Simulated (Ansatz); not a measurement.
A series of calculations on Ge2H5F

**1. Relaxation**

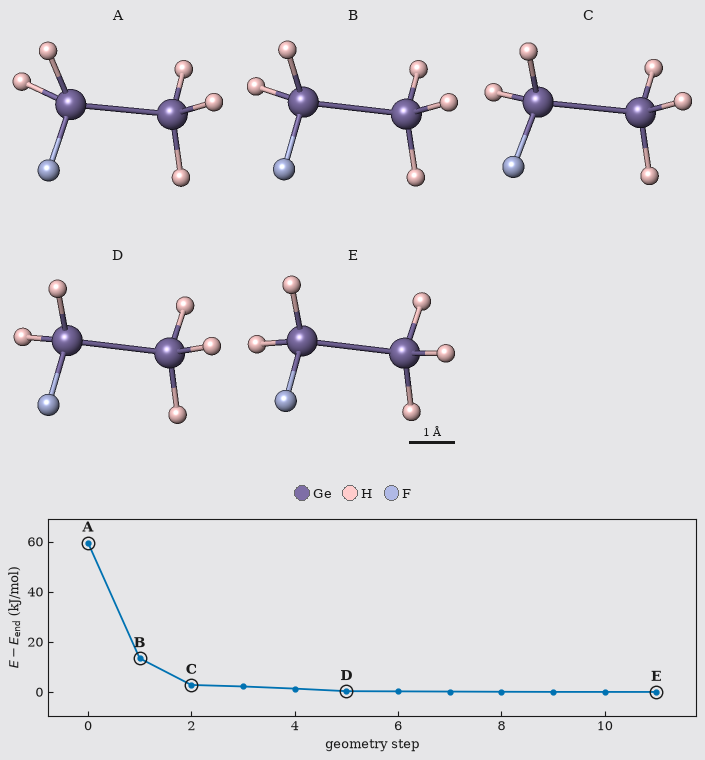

Frames of a relaxation of Ge$_{2}$H$_{5}$F, marked on the history of the run. Style: ball-and-stick. Shown at a tilt.

The run prepares an end point of a later path (reaction) calculation, from a guessed geometry.

Method: RKS B3LYP/def2-SVP (Ansatz). Settings: no spin polarisation; force threshold 0.03 eV/Å; at most 50 steps.

Question: What happens along the run?

Answer: After 11 geometry steps the energy has fallen by 59.6 kJ/mol. The largest force component goes from 1.4 to 0.015 eV/Å. The forces were under the threshold at step 5, but the run went on from there. The largest move after the best rigid fit is that of an H atom, 0.58 Å. Largest moves by element: H 0.58 Å, F 0.33 Å, Ge 0.12 Å. Among the contacts that change: Ge–Ge 2.425 → 2.443 Å, Ge–H 1.530 → 1.545 Å. Among the angles between lasting bonds that change: H–Ge–H 77.9° → 110.5°, H–Ge–Ge 123.1° → 113.7°, H–Ge–Ge 122.2° → 113.7°. Cost: 27 s on 2 threads of Arm Neoverse V2, with other jobs on the host, peak memory 0.24 GiB. From step 0 to 1: H atoms move most (0.19 Å), energy −46.2 kJ/mol. From step 1 to 2: H atoms move most (0.18 Å), energy −10.6 kJ/mol. From step 2 to 5: the F atom moves most (0.14 Å), energy −2.48 kJ/mol. From step 5 to 11: H and F atoms move most (0.18 Å), energy −0.31 kJ/mol.

```json
{"step": "0", "E − E(0), kJ/mol": "0.00", "largest force component, eV/Å": "1.4485"}
{"step": "1", "E − E(0), kJ/mol": "-46.15", "largest force component, eV/Å": "0.6215"}
{"step": "2", "E − E(0), kJ/mol": "-56.79", "largest force component, eV/Å": "0.5088"}
{"step": "3", "E − E(0), kJ/mol": "-57.39", "largest force component, eV/Å": "0.2259"}
{"step": "4", "E − E(0), kJ/mol": "-58.25", "largest force component, eV/Å": "0.5450"}
{"step": "5", "E − E(0), kJ/mol": "-59.27", "largest force component, eV/Å": "0.0177"}
{"step": "6", "E − E(0), kJ/mol": "-59.35", "largest force component, eV/Å": "0.0627"}
{"step": "7", "E − E(0), kJ/mol": "-59.43", "largest force component, eV/Å": "0.1067"}
{"step": "8", "E − E(0), kJ/mol": "-59.51", "largest force component, eV/Å": "0.0918"}
{"step": "9", "E − E(0), kJ/mol": "-59.56", "largest force component, eV/Å": "0.0341"}
{"step": "10", "E − E(0), kJ/mol": "-59.57", "largest force component, eV/Å": "0.0322"}
{"step": "11", "E − E(0), kJ/mol": "-59.58", "largest force component, eV/Å": "0.0146"}
```

**2. Relaxation**

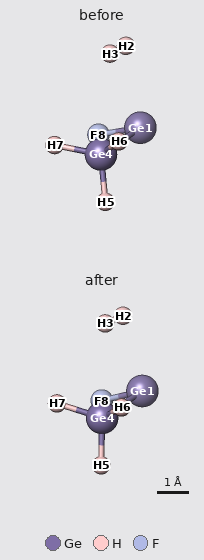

The structure of Ge2H5F before (top) and after (bottom) a relaxation, at one scale.

A ball-and-stick model, seen from a free direction.

The run prepares an end point of a later path (reaction) calculation, from a guessed geometry.

All numbers below come from RKS B3LYP/def2-SVP in Ansatz 0.2.0. Set-up: no spin polarisation; force threshold 0.03 eV/Å; at most 50 steps.

**What changed between the two?**

Over 7 accepted moves (9 points after the start) the energy falls by 4.49 kJ/mol. The largest force component goes from 1.3 to 0.018 eV/Å. The line search rejected the trial steps at points 2, 3 of the run. The largest move after the best rigid fit is that of H7, 0.23 Å. Largest moves by element: H 0.23 Å, F 0.11 Å, Ge 0.09 Å. Some distances before and after: H2–H3 0.720 → 0.765 Å, Ge4–H5 1.557 → 1.553 Å. Among the angles between lasting bonds that change: Ge1–Ge4–H5 104.9° → 107.4°.

Limits of the set-up: the start holds two separate molecules, 2.7 Å apart at their closest, whose relative position is a soft coordinate and is computed without a dispersion correction.

**3. Path**

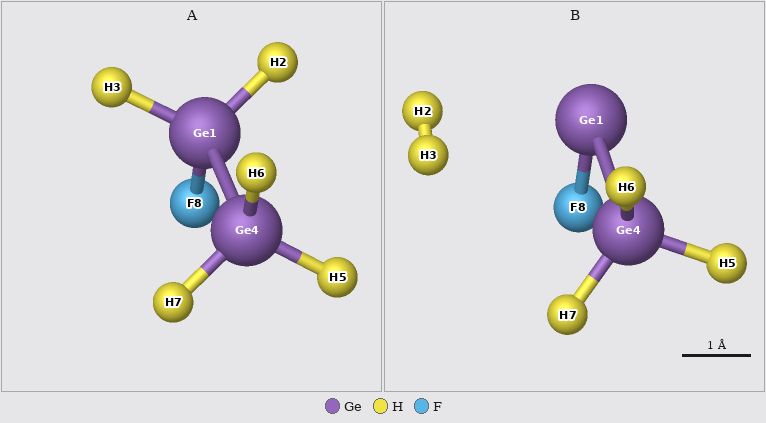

The two relaxed end points of a path for Ge$_{2}$H$_{5}$F. A ball-and-stick model, seen from a free direction.

The calculation used RKS B3LYP/def2-SVP in Ansatz 0.2.0.

Settings: 5 movable images; climbing image; force threshold 0.05 eV/Å; iteration limit 60.

Start:
```xyz
8

Ge    0.2328    0.0795    0.1923
H    -0.1362   -0.2678    1.6520
H     1.7626    0.2381    0.0431
Ge   -1.0415    1.9516   -0.7241
H    -2.5513    1.6679   -0.6055
H    -0.7049    3.2336    0.0677
H    -0.6750    2.1646   -2.2054
F    -0.1952   -1.3372   -0.7585
```

End:
```xyz
8

Ge   -0.9032   -0.3302    0.6449
H     1.6352   -0.0091    0.9888
H     1.6318    0.4932    0.4111
Ge   -1.1503    1.8637   -0.6584
H    -2.5849    1.8932   -1.2526
H    -1.0029    3.1432    0.2074
H    -0.1738    1.9890   -1.8548
F    -0.7606   -1.3128   -0.8247
```

Predict the minimum-energy path and its barrier.

The energy climbs by 1.94 eV to image 3 and then falls by 0.75 eV, so the end point sits at +1.18 eV. Breaking: Ge1–H2 (1.55 → 1.56 at the top → 2.58 Å), Ge1–H3 (1.55 → 1.75 at the top → 2.68 Å). Forming: H2–H3 (2.54 → 2.09 at the top → 0.77 Å). The band is converged.

Energies of the converged images:

```
image  path (Å)  E (eV)
    0      0.00   0.000
    1      0.78   0.097
    2      1.56   0.829
    3      2.34   1.936
    4      5.61   1.196
    5      8.88   1.199
    6     12.16   1.182
```

The geometry at the top of the path:

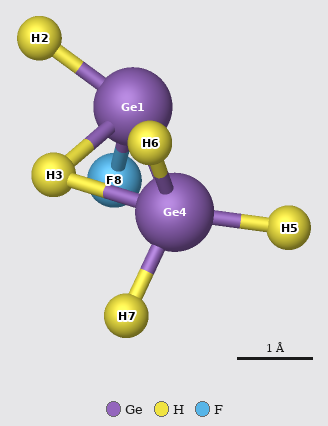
